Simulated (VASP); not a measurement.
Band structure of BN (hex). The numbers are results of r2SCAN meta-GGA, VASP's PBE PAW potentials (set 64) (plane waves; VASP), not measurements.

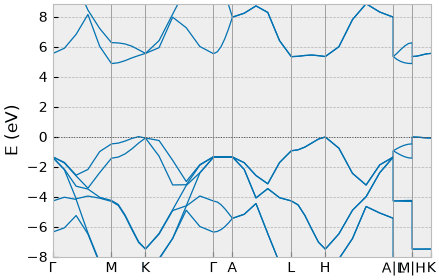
Bands along high-symmetry lines, zero at the valence-band maximum or, without a gap, the Fermi level

Task: Read the plot: is there a gap, and where are the band edges?

Result: The gap is indirect, 4.87 eV, from the valence maximum at (0.36, 0.27, 0.00) to the conduction minimum at M.

The compound is BN in the hex structure. It was relaxed first.
